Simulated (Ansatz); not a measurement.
Partial pair distribution functions of a relaxed model of amorphous Si30O12N32, broadened by 0.06 Å; density 2.53 g/cm³. Level of theory: PBE, scalar-relativistic without spin-orbit coupling (plane waves to 420 eV, PAW; Ansatz, a first-principles code).

The cell was made by melting and quenching with the CHGNet potential and then relaxed with DFT. O and N atoms were pushed apart under 1.9 Å during the dynamics, to hinder bonds among them. The hot cell started wider than the set density and was brought back towards it in steps. It is the lowest in DFT energy of 2 quenches. It is a model cell: composition and starting density were chosen by hand, and all elements were melted together. No dispersion term was used. Its density started from a set value of 2.44 and ended at 2.53 g/cm³. The simulated quench (nominally 150 K/ps over its main leg) is rapid and tends to freeze in more defects than a deposited or slowly cooled glass has. A cell of this size samples the disorder only roughly. The volume was free in the relaxation, at fixed shape. Stress components on the final sampling reach 6.0 GPa.

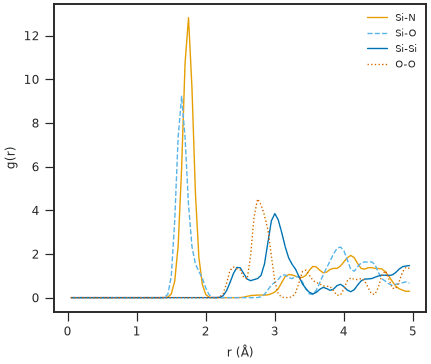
Partial pair distribution functions

Highest peaks under 4.5 Å: Si-N near 1.75 Å, Si-O near 1.65 Å, Si-Si near 3.00 Å, O-O near 2.75 Å; pairs of few atoms are noisy.

Within 2.08 Å each Si has 3.13 N neighbours on average.
